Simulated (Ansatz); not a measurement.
# CH2FO (SMILES [O]CF): levels of theory compared

We compute a comparison of 6 runs (U-revPBE/STO-3G, U-wB97X/STO-3G, UBHLYP/STO-3G, UBLYP/STO-3G, UMP2/STO-3G, UCCSD/STO-3G) of CH2FO. 

The results are computed with Ansatz 0.2.0.

56 further runs of the same task are left out: 56 set aside as unsound or not needed.

### 1 The structure to begin with

CH2FO: 5 atoms, total charge 0, spin state doublet. As SMILES, `[O]CF`. The H4–C2 distance was set to 2.219 Å, away from the relaxed value. At this shape a bond of the SMILES string is far longer than usual.

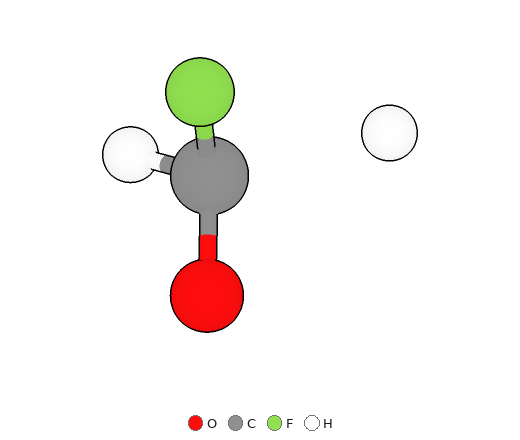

Viewed from a chosen angle; oxygen red, carbon grey, fluorine green, hydrogen white.

### 2 The energy at U-revPBE/STO-3G (run 1)

File job.yaml:

```yaml
crystal:
  periodic: [false, false, false]
  atoms:
    - symbol: O
      position_ang: [-1.019402, 1.115182, 1.232188]
    - symbol: C
      position_ang: [0.093698, 0.900182, 0.589188]
    - symbol: F
      position_ang: [1.208798, 0.737782, 1.379388]
    - symbol: H
      position_ang: [-0.112900, -0.924800, -0.655200]
    - symbol: H
      position_ang: [0.292798, 1.747982, -0.098112]
basis:
  gaussian:
    orbitals: STO-3G
magnetization:
  spin_polarized: true
  initial_magnetization: 1
hamiltonian:
  xc: {name: revPBE}
accuracy: high
```

Command:

```bash
ansatz run job.yaml --threads 1 --pin off --max-ram 2610MiB --events-out events.jsonl --progress --plain --runs-dir runs
```

The program printed:

```text
Warning: RAYON_NUM_THREADS=1 ignored (pool sized by the plan → 1); use --threads N
Functional definition: revPBE
  name "revPBE"
  parameter kappa = 1.245
  parameter beta = 0.06672455060314922
  exchange = pbe_x(kappa = kappa, mu = beta*pi^2/3)
  correlation = pbe_c(beta = beta)
297 factors; integrals over basis functions are off by at most 3.5e-8 eV
mean field evaluation 1: about -5743.1693 eV, gradient 1.9e1 eV
mean field evaluation 2: about -5718.5116 eV, gradient 7.4e1 eV
mean field evaluation 4: about -5746.0886 eV, gradient 7.0e0 eV
mean field evaluation 8: about -5746.4436 eV, gradient 6.0e-2 eV
mean field evaluation 16: about -5746.3807 eV, gradient 3.5e-5 eV
mean field evaluation 32: about -5746.0207 eV, gradient 2.9e0 eV
mean field -5746.38068144 eV, -211.1755950061 hartree, gradient 1.8e-8 eV, S^2 0.768228; 3 other end points of the search recorded, 0 dependent functions left out
reference -5746.38068340 eV, -211.1755950783 hartree; 13, 12 occupied and 4, 5 virtual orbitals, 297 factors
Total energy: -5746.38068340 eV, -211.1755950783 hartree
```

Run time: 1.6 s. Hardware: 1 thread of Arm Neoverse V2, shared host; peak memory 0.12 GiB.

### 3 The energy at U-wB97X/STO-3G (run 2)

File run.yaml:

```yaml
crystal:
  periodic: [false, false, false]
  atoms:
    - symbol: O
      position_ang: [-1.019402, 1.115182, 1.232188]
    - symbol: C
      position_ang: [0.093698, 0.900182, 0.589188]
    - symbol: F
      position_ang: [1.208798, 0.737782, 1.379388]
    - symbol: H
      position_ang: [-0.112900, -0.924800, -0.655200]
    - symbol: H
      position_ang: [0.292798, 1.747982, -0.098112]
basis:
  gaussian: {orbitals: STO-3G}
magnetization: {spin_polarized: true, initial_magnetization: 1}
accuracy: high
hamiltonian: {xc: {name: wB97X}}
```

Command:

```bash
ansatz run run.yaml --threads 1 --pin off --max-ram 2610MiB --events-out events.jsonl --progress --plain --runs-dir runs
```

The program printed, cut to the lines that bear on the results:

```text
Warning: RAYON_NUM_THREADS=1 ignored (pool sized by the plan → 1); use --threads N
Functional definition: wB97X
  name "wB97X"
[...]
      + exact_x_lr(omega)
[...]
      + integral(e_c_pw_opposite_spin*poly(b97_u_opposite, 1, cos1, cos2, cos3, cos4))
297 factors; integrals over basis functions are off by at most 3.5e-8 eV
132 factors; integrals over basis functions are off by at most 6.4e-10 eV
[...]
mean field -5746.28640639 eV, -211.1721304620 hartree, gradient 3.2e-8 eV, S^2 0.849012; 2 other end points of the search recorded, 0 dependent functions left out
reference -5746.28640573 eV, -211.1721304377 hartree; 13, 12 occupied and 4, 5 virtual orbitals, 297 factors
Total energy: -5746.28640573 eV, -211.1721304377 hartree
```

Run time: 8.4 s. Hardware: 1 thread of Arm Neoverse V2, shared host; peak memory 0.36 GiB.

Runs 3 to 4 aren't shown in full; the table further down has their settings and results.

### 4 The energy at UMP2/STO-3G (run 5)

File molecule.yaml:

```yaml
crystal:
  periodic: [false, false, false]
  atoms:
    - {symbol: O, position_ang: [-1.019402, 1.115182, 1.232188]}
    - {symbol: C, position_ang: [0.093698, 0.900182, 0.589188]}
    - {symbol: F, position_ang: [1.208798, 0.737782, 1.379388]}
    - {symbol: H, position_ang: [-0.112900, -0.924800, -0.655200]}
    - {symbol: H, position_ang: [0.292798, 1.747982, -0.098112]}
basis:
  gaussian:
    orbitals: STO-3G
accuracy: high
correlation:
  method: mp2
  frozen_orbitals: {C: 1, F: 1, H: 0, O: 1}
magnetization:
  spin_polarized: true
  initial_magnetization: 1
```

Command:

```bash
ansatz run molecule.yaml --threads 1 --pin off --max-ram 2610MiB --events-out events.jsonl --progress --plain --runs-dir runs
```

The program printed, cut to the lines that bear on the results:

```text
Warning: RAYON_NUM_THREADS=1 ignored (pool sized by the plan → 1); use --threads N
Functional definition: HF
  name "HF"
[...]
297 factors; integrals over basis functions are off by at most 3.5e-8 eV
[...]
mean field -5721.97074157 eV, -210.2785462617 hartree, gradient 2.5e-8 eV, S^2 1.375119; 9 other end points of the search recorded, 0 dependent functions left out
3 core orbitals not correlated: weight in the atoms' cores, before any rotation towards them, 1.000 or more for the frozen orbitals, at most 0.000 for the correlated occupied ones
reference -5721.97074157 eV, -210.2785462617 hartree; 10, 9 occupied and 4, 5 virtual orbitals, 297 factors
second order -2.29723688 eV of doubles, -0.00000000 eV of singles
Total energy: -5724.26797845 eV, -210.3629681600 hartree
```

It took 0.2 s on 1 thread of Arm Neoverse V2, shared host.

### 5 The energy at UCCSD/STO-3G (run 6)

File input.yaml:

```yaml
crystal:
  periodic: [false, false, false]
  atoms:
    - {symbol: O, position_ang: [-1.019402, 1.115182, 1.232188]}
    - {symbol: C, position_ang: [0.093698, 0.900182, 0.589188]}
    - {symbol: F, position_ang: [1.208798, 0.737782, 1.379388]}
    - {symbol: H, position_ang: [-0.112900, -0.924800, -0.655200]}
    - {symbol: H, position_ang: [0.292798, 1.747982, -0.098112]}
basis:
  gaussian: {orbitals: STO-3G}
magnetization: {spin_polarized: true, initial_magnetization: 1}
correlation: {method: ccsd, frozen_orbitals: {C: 1, F: 1, H: 0, O: 1}}
accuracy: high
scf: {omitted_lower_state_checks: [cluster_reference, increment]}
```

Command:

```bash
ansatz run input.yaml --threads 1 --pin off --max-ram 2610MiB --events-out events.jsonl --progress --plain --runs-dir runs
```

The program printed, cut to the lines that bear on the results:

```text
Warning: RAYON_NUM_THREADS=1 ignored (pool sized by the plan → 1); use --threads N
[... 2 set-up lines as earlier in the session ...]
[...]
297 factors; integrals over basis functions are off by at most 3.5e-8 eV
[...]
mean field -5721.97074157 eV, -210.2785462617 hartree, gradient 2.5e-8 eV, S^2 1.375119; 9 other end points of the search recorded, 0 dependent functions left out
3 core orbitals not correlated: weight in the atoms' cores, before any rotation towards them, 1.000 or more for the frozen orbitals, at most 0.000 for the correlated occupied ones
reference -5721.97074157 eV, -210.2785462617 hartree; 10, 9 occupied and 4, 5 virtual orbitals, 297 factors
second order -2.29723688 eV of doubles, -0.00000000 eV of singles
cycle   1  -2.72677557 eV  change   -4.3e-1 eV  update   8.8e-2
[...]
cycle  43  -3.83615851 eV  change  -8.2e-10 eV  update  2.3e-10
Total energy: -5725.80690008 eV, -210.4195224868 hartree
Checks for a lower state left out: cluster_reference, increment
```

Run time: 0.36 s. Hardware: 1 thread of Arm Neoverse V2, shared host.

### 6 The series

```
run            level  frozen core orbitals  energy (Eh)   ⟨S²⟩  wall time
  1  U-revPBE/STO-3G                     –  -211.175595  0.768      1.6 s
  2   U-wB97X/STO-3G                     –  -211.172130  0.849      8.4 s
  3    UBHLYP/STO-3G                     –  -211.119813  1.047      1.8 s
  4     UBLYP/STO-3G                     –  -211.143338  0.772      1.5 s
  5      UMP2/STO-3G                     3  -210.362968  1.375      0.2 s
  6     UCCSD/STO-3G                     3  -210.419522  1.375     0.36 s
```

### 7 Summary of results

| quantity | value |
| --- | --- |
| run 6: total energy | -210.41952 Eh |
| run 6: correlation energy (3 core orbitals frozen) | -141.0 mEh |
| run 6: ⟨S²⟩ of the reference determinant | 1.375 |
| run 6: T1 diagnostic | 0.068 |

What this shows: Totals of different functionals can't be ranked against each other. In runs 1, 2, 3, 4, 5, 6 the basis is minimal, so the values are rough. Spin contamination of the reference: run 5 ⟨S²⟩ = 1.38, run 6 ⟨S²⟩ = 1.38, run 3 ⟨S²⟩ = 1.05. Where it is this large, the reference is a mixture of spin states, and values that rest on it are in doubt. All runs together took 14 s, the longest 8.4 s.
